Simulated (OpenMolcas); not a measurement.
How methods differ on BGeNH6 (SMILES B[NH][GeH3])

BGeNH6: 9 atoms, total charge 0, spin state singlet. SMILES: `B[NH][GeH3]`. Geometry: relaxed at PBE0-D4/def2-TZVP.

```xyz
9

B    -0.8740    0.6295   -1.1629
N    -0.0233    0.6871   -0.0627
Ge    0.6652   -0.7614    0.8666
H    -1.2179   -0.4407   -1.5810
H    -1.2491    1.6470   -1.6748
H     0.2539    1.5984    0.2725
H     2.2016   -0.7148    0.8049
H     0.1149   -2.0152    0.1846
H     0.2173   -0.6760    2.3357
```

Quantity: the electronic atomisation energy, in eV. The values are calculated. Electronic energies at fixed atoms, without zero-point motion or spin-orbit coupling.

```tsv
level	kind	program	value (eV)	less CCSD(T)/6-31G*	CPU time (all runs)
PBE/6-31G* (spherical functions)	GGA	OpenMolcas	29.41	+3.23	51 s
M06-L/6-31G* (spherical functions)	meta-GGA	OpenMolcas	29.13	+2.95	58 s
TPSS/6-31G* (spherical functions)	meta-GGA	OpenMolcas	29.83	+3.65	65 s
r2SCAN/6-31G* (spherical functions)	meta-GGA	OpenMolcas	29.26	+3.08	64 s
B3LYP/6-31G* (spherical functions)	global hybrid	OpenMolcas	29.25	+3.07	49 s
M06-2X/6-31G* (spherical functions)	hybrid meta-GGA	OpenMolcas	29.13	+2.95	55 s
B3LYP/6-31G* (Cartesian functions)	global hybrid	OpenMolcas	29.22	+3.04	51 s
CCSD(T)/6-31G* (spherical functions)	coupled cluster or CI	OpenMolcas	26.18	0.00	42 s
```

CCSD(T)/6-31G* (spherical functions) is the highest level here, not the true value. All-electron rows without a relativistic Hamiltonian named are non-relativistic. The values span 26.18 to 29.83 eV. In the correlated wave-function rows the outer d shell of Ge is correlated, in sets not made for it. CPU times are rough (shared hosts, several kinds of processor): they show what a rung costs within a factor of a few.

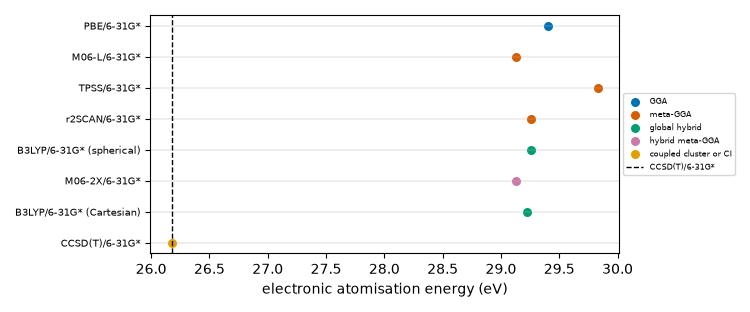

The values of the table, level by level.
